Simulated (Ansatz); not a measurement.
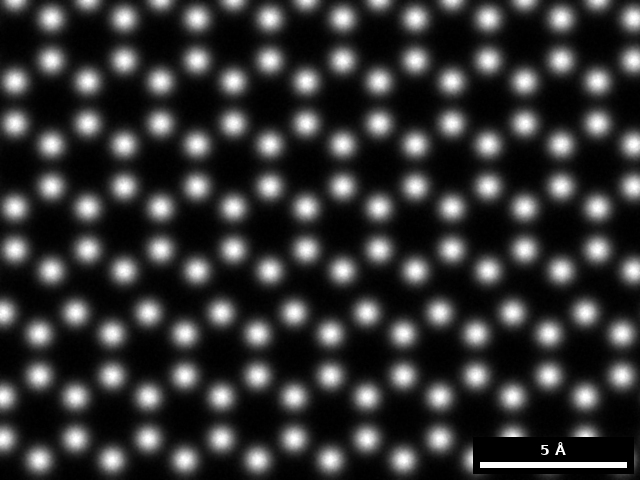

HAADF-like image of C (P6_3/mmc, No. 194) along [001]. Simulation: incoherent imaging, intensity Z^1.6 per atom, probe width 0.67 Å, thin sample. The probe carries 15 % of its weight in a tail 2.5 times as wide. Shot noise was added.

One planar defect was built into the perfect crystal by geometry alone, without relaxation. Host structure: the input geometry of an electronic-structure calculation (not necessarily at equilibrium).

### Find the planar defect and say what kind it is.

A planar fault (a stacking fault) runs horizontally about 10 Å below the top edge. The part above it is shifted along the boundary by 2/3 of the 2.50 Å repeat of the rows (1.7 Å to the right, the same as 0.8 Å to the left); both parts keep the same orientation.
